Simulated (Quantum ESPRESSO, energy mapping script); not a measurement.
# NiO: energy mapping under PBE+U (6 eV), QE, GBRV, part 3 of 3

How strongly do the moments of NiO couple under PBE+U (6 eV), QE, GBRV? The plan is to run several orders and fit a Heisenberg model.

PBE with U = 6 eV on Ni d, ortho-atomic projectors; plane waves, U on orthogonalised atomic orbitals unless named otherwise, collinear spin, no spin–orbit coupling.

So far. Step 9 (Uncompensated ++− start in cell D (6 atoms)): The run ends ferrimagnetic, 20.96 meV a magnetic atom below the parallel order of its cell. Step 10 (Run 9 (parallel; cell E, 6 atoms)): The run ends ferromagnetic. For each magnetic atom its energy differs from the parallel run of the first cell by -0.15 meV, an error that one common reference would have brought in.

**11. Uncompensated ++− start in cell E (6 atoms)**

Level of this step: PBE with U = 6 eV on Ni d, ortho-atomic projectors, GBRV potentials (Quantum ESPRESSO).

This order reverses 6.67 of the 12 neighbours at 2.95 Å, 2.67 of the 6 neighbours at 4.17 Å and 8 of the 24 neighbours at 5.11 Å, counted for an average magnetic atom.

The input, pw.in:

```
&control
  calculation = 'scf'
  prefix = 'pw'
  outdir = './tmp/'
  pseudo_dir = './pseudo/'
  verbosity = 'low'
/
&system
  ibrav = 0
  nat = 6
  ntyp = 3
  ecutwfc = 45
  ecutrho = 360
  nbnd = 53
  occupations = 'smearing'
  smearing = 'fd'
  degauss = 0.00367493
  nspin = 2
  starting_magnetization(1) = 0.1111
  starting_magnetization(2) = -0.1111
/
&electrons
  conv_thr = 1.5e-08
  electron_maxstep = 120
  mixing_beta = 0.3
  mixing_mode = 'plain'
/
ATOMIC_SPECIES
  Ni1 58.6934 Ni.upf
  Ni2 58.6934 Ni.upf
  O 15.9990 O.upf
CELL_PARAMETERS angstrom
  0.00000000 -2.08590164 -2.08590164
  -4.17180328 0.00000000 0.00000000
  2.08590164 4.17180328 -2.08590164
ATOMIC_POSITIONS crystal
  Ni1 0.66666667 0.66666667 0.33333333
  Ni1 0.33333333 0.33333333 0.66666667
  Ni2 0.00000000 0.00000000 0.00000000
  O 0.66666667 0.16666667 0.33333333
  O 0.33333333 0.83333333 0.66666667
  O 0.00000000 0.50000000 0.00000000
K_POINTS automatic
  8 8 8 0 0 0
HUBBARD {ortho-atomic}
U Ni1-3d 6
U Ni2-3d 6
```

Launch:

```console
> OMP_NUM_THREADS=1 mpirun -n 4 pw.x -nk 4 -in pw.in > pw.out
```

The log of the run:

```text
[banner, memory and clock lines left out]
Program PWSCF v.7.5 starts
[...]
unit-cell volume          =     367.4763 (a.u.)^3
     number of atoms/cell      =            6
[...]
number of electrons       =        72.00
     number of Kohn-Sham states=           53
     kinetic-energy cutoff     =      45.0000  Ry
     charge density cutoff     =     360.0000  Ry
[...]
The total energy is F=E-TS. E is the sum of the following terms:
     one-electron contribution =    -647.82244703 Ry
     hartree contribution      =     367.92574111 Ry
     xc contribution           =    -128.89463687 Ry
     ewald contribution        =    -717.66992300 Ry
     Hubbard energy            =       0.19302446 Ry
     total magnetization       =     2.00 Bohr mag/cell
     absolute magnetization    =     5.61 Bohr mag/cell
     convergence has been achieved in  16 iterations
[key lines of the parts left out:]
!    total energy              =   -1126.26824134 Ry
the Fermi energy is    14.6637 ev
```

Wall time 2.7 min (4 MPI ranks of Arm Neoverse V1, shared host); peak memory 0.79 GiB.

The run ends ferrimagnetic, 45.98 meV a magnetic atom below the parallel order of its cell.

**12. Mapping onto a Heisenberg model**

Each energy difference is a sum of couplings weighted by the pairs that the order reverses. A few near shells are fitted to the differences by least squares. Energies are those extrapolated to zero occupation width, not the free energies F.

The orders that converged (zero: parallel moments in the same cell):

| order | atoms | energy (meV a magnetic atom) | moments (μB) | moments kept as typed | opposed neighbours at 2.95, 4.17, 5.11 Å |
| --- | --- | --- | --- | --- | --- |
| parallel in cell A | 4 | 0.00 | 1.73 | yes | 0, 0, 0 |
| compensated +− in cell A | 4 | 10.67 | 1.74 | yes | 8, 0, 16 |
| parallel in cell B | 4 | 0.00 | 1.73 | yes | 0, 0, 0 |
| compensated +− in cell B | 4 | -104.49 | 1.67 | yes | 6, 6, 12 |
| parallel in cell C | 6 | 0.00 | 1.73 | yes | 0, 0, 0 |
| uncompensated ++− in cell C | 6 | -72.73 | 1.67 to 1.70 | yes | 4, 4, 12 |
| parallel in cell D | 6 | 0.00 | 1.73 | yes | 0, 0, 0 |
| uncompensated ++− in cell D | 6 | -20.96 | 1.71 to 1.72 | yes | 5.33, 1.33, 16 |
| parallel in cell E | 6 | 0.00 | 1.73 | yes | 0, 0, 0 |
| uncompensated ++− in cell E | 6 | -45.98 | 1.69 to 1.71 | yes | 6.67, 2.67, 8 |

Couplings from the energies, with E = −Σ J e·e over ordered pairs:

| pair | distance (Å) | neighbours | J (meV) |
| --- | --- | --- | --- |
| Ni–Ni | 2.95 | 12 | 0.625 |
| Ni–Ni | 4.17 | 6 | -9.40 |
| Ni–Ni | 5.11 | 24 | 0.0256 |
| Ni–Ni | 5.90 | 12 | -0.344 |

These orders cannot tell some unfitted shells from fitted ones: the value at 2.95 Å holds J(2.95) + 4 J(7.80) + J(8.85), the value at 5.11 Å holds J(5.11) + J(8.85) and the value at 5.90 Å holds J(5.90) − J(8.85); other unfitted shells add to the values wholly or in part.

Adding the shell at 6.60 Å gives 0.67, -9.4, 0.032, -0.35 and -0.032 meV and a mean-field temperature of 402 K, an exact solve that tests nothing.

In mean field these couplings order at 404 K, at q = (0.50, 0.50, 0.50) in fractions of the conventional cell's reciprocal vectors, and give a Curie–Weiss temperature of -405 K.

**13. Finite temperature**

Mean field ignores fluctuations and overstates the ordering temperature, so the model is also sampled. The heat capacity peaks where order sets in.

Classical unit spins with these couplings on 8×8×4 copies of a cell that holds the lowest order (512 spins), heat-bath sweeps, cooled from random directions, 831 sweeps to settle and 2493 measured at each temperature, averaged over 4 runs.

| T (K) | order along the lowest pattern | net moment | heat capacity (k_B a spin) |
| --- | --- | --- | --- |
| 48.5 | 0.38 | 0.01 | 1.00 |
| 83.0 | 0.39 | 0.01 | 1.03 |
| 135 | 0.40 | 0.01 | 1.16 |
| 169 | 0.34 | 0.02 | 1.29 |
| 204 | 0.36 | 0.02 | 1.37 |
| 255 | 0.27 | 0.02 | 1.88 |
| 273 | 0.25 | 0.02 | 1.88 |
| 290 | 0.21 | 0.02 | 1.79 |
| 324 | 0.15 | 0.03 | 1.12 |
| 359 | 0.12 | 0.03 | 0.62 |
| 410 | 0.09 | 0.03 | 0.39 |
| 445 | 0.08 | 0.03 | 0.28 |

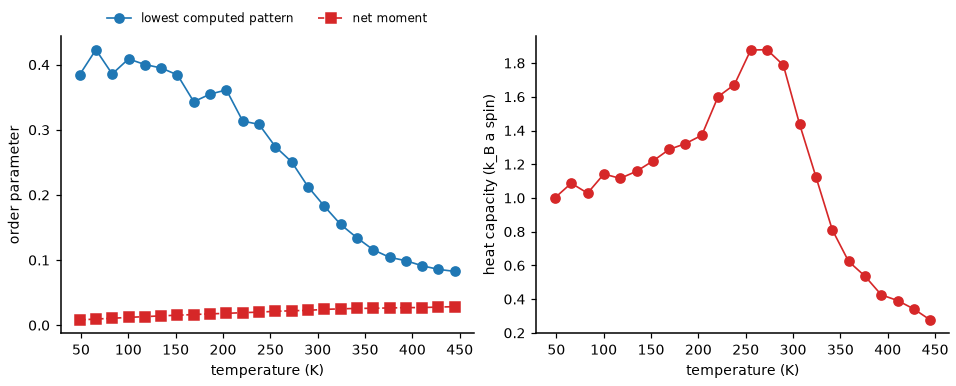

Order parameter and heat capacity against temperature.

The smoothed heat capacity peaks at 267 K. The order column follows one pattern alone; equivalent domains or another pattern share the rest.

**14. Summary of results**

```
lowest order tried                                              : compensated +− in cell B
largest fitted value (a combination of shells), Ni–Ni at 4.17 Å : -9.40 meV
ordering temperature, mean field                                : 404 K
heat-capacity peak, Monte Carlo                                 : 267 K
```

What this shows: Of the orders tried, NiO prefers the order “compensated +− in cell B” under PBE+U (6 eV), QE, GBRV, with 6 of 12 neighbours at 2.95 Å, 6 of 6 neighbours at 4.17 Å and 12 of 24 neighbours at 5.11 Å opposed, and the heat capacity of the fitted model peaks near 267 K (Monte Carlo, classical spins). The largest fitted coupling is the Ni–Ni pair at 4.17 Å, antiferromagnetic at -9.4 meV, across a ligand at about 180°. The straight metal–ligand–metal path outweighs the right-angled one, the pattern expected of superexchange through one ligand p orbital, which these runs do not test. The orders also reverse pairs at 6.60 Å, which are not fitted, so the fitted values hold their part too. With 5 differences for 4 couplings the fit misses by 0.39 meV at most, a small part of the spread. In the fitted orders moments change by up to 3.4 % against the parallel run of the same cell, so their size stays put. Monte Carlo puts the peak at 0.66 of the mean-field temperature, since mean field leaves out fluctuations. In tests on simple cubic and body-centred models such peaks lay 5 to 6 % under the bulk value. On cooling, the order along the one computed pattern stays at or under 0.42: the model settles in an equivalent domain, a degenerate mixture or another order. The parallel order holds 2 μB a magnetic atom, spin 1; the common factor (S+1)/S would raise the classical 267 K to 534 K, a correction that often overshoots. The classical value and the one scaled by (S+1)/S differ by a factor of 2, so closeness of either to the measured temperature is partly a matter of convention.

Calculation against experiment:

| quantity | measured | PBE+U (6 eV), QE, GBRV, Monte Carlo | PBE+U (6 eV), QE, GBRV, Monte Carlo × (S+1)/S |
| --- | --- | --- | --- |
| ordering temperature (spin model) (K) | 524 | 267 (-49.0 %) | 534 (+1.9 %) |

Measured values from arxiv:cond-mat/0609101 (2006).

**Verdict.** For the ordering temperature, of the levels listed nearest comes PBE+U (6 eV), QE, GBRV, Monte Carlo × (S+1)/S (+1.9 %, good agreement) and farthest PBE+U (6 eV), QE, GBRV, Monte Carlo (-49.0 %, a clear miss). A U picked for its result is no test. No cell relaxation is part of this session.

[Logs and program files are shortened in this print: banners, set-up blocks, solver, clock and traceback lines can be left out without a mark of their own.]

[Logs are printed without paths, hosts, clocks, repeated set-up lines and the standing remarks that a program may print on its own settings, such as how far it seeks lower states.]

[Hosts, paths, dates, database ids (printed as entryN), source tags and the programs' standing remarks are cut or masked in the printed files.]

[Where a cell is said to come from a database of computed structures, the database is the Materials Project.]
